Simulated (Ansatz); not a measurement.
# A computed series for HfO2: response to strain

Base system: HfO$_{2}$ in the fluorite structure (space group Fm-3m, No. 225; a = 5.058 Å).

Strains are applied to the cell and any free atomic positions relax.

The values are results of Ansatz (a program for electronic structure) r2SCAN, spin-orbit coupling left out, not measurements.

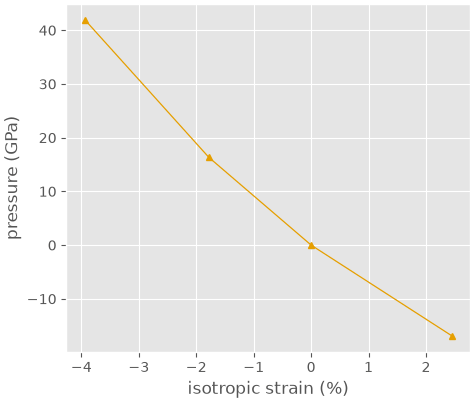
*Pressure against isotropic strain*

Q: From the plot, what is the pressure for isotropic strain +2.45 %?

A: About -17 GPa.

Q: Is the trend monotonic over the range shown?

A: Yes, it falls throughout, spanning -16.90 GPa to 41.96 GPa.

No phonon test of stability was made. This is not the structure that HfO2 has at room temperature and ambient pressure.
